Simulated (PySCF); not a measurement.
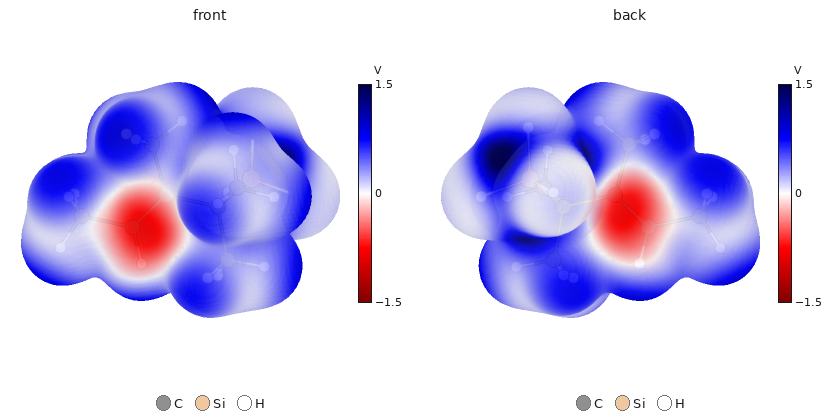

The picture shows: C7H16Si (SMILES C/C=C(\C)C(C)(C)[SiH3]). The molecular electrostatic potential painted on the density surface at 0.004 e/bohr³, seen from the front and from behind; red is negative and blue positive.

Geometry: GFN2-xTB.

The calculation used PBE0/pcSseg-1, SCF density, gas phase, non-relativistic (PySCF 2.14.0).

The calculation's input:

```
{"job": {"kind": "nmr", "xc": "PBE0", "basis": "pcSseg-1"}, "charge": 0, "multiplicity": 1}
C      2.998918    -0.062372    -0.231149
C      1.596267    -0.569421    -0.078536
C      0.515802     0.206546    -0.119083
C      0.681506     1.689007    -0.318866
C     -0.897392    -0.307557     0.024165
C     -0.962344    -1.837866     0.036643
C     -1.741847     0.174945    -1.162910
Si    -1.642263     0.322948     1.683731
H      3.701817    -0.889494    -0.284121
H      3.278944     0.568167     0.614495
H      3.102972     0.536733    -1.135513
H      1.509578    -1.633132     0.071388
H     -0.219120     2.236532    -0.060193
H      1.495995     2.065531     0.297621
H      0.927917     1.907404    -1.358863
H     -0.509386    -2.251098    -0.864379
H     -2.000826    -2.162703     0.069832
H     -0.454825    -2.253354     0.904499
H     -1.311818    -0.184201    -2.098006
H     -1.802897     1.258429    -1.211771
H     -2.755975    -0.212984    -1.085940
H     -1.892737     1.765889     1.648094
H     -2.922198    -0.355336     1.902955
H     -0.707823     0.007152     2.763463
```

Run with:

```sh
OMP_NUM_THREADS=1 python probes_run.py task.json out
```

### Which sites attract a positive test charge, and which a negative one?

A positive charge is drawn to the negative regions and a negative charge to the positive ones. The most negative region (about −0.8 V) lies over the π face of C2 and C3, the most positive (about +1.4 V) over Si8.

### What dipole moment does the calculation give?

Its dipole moment is 0.59 D.
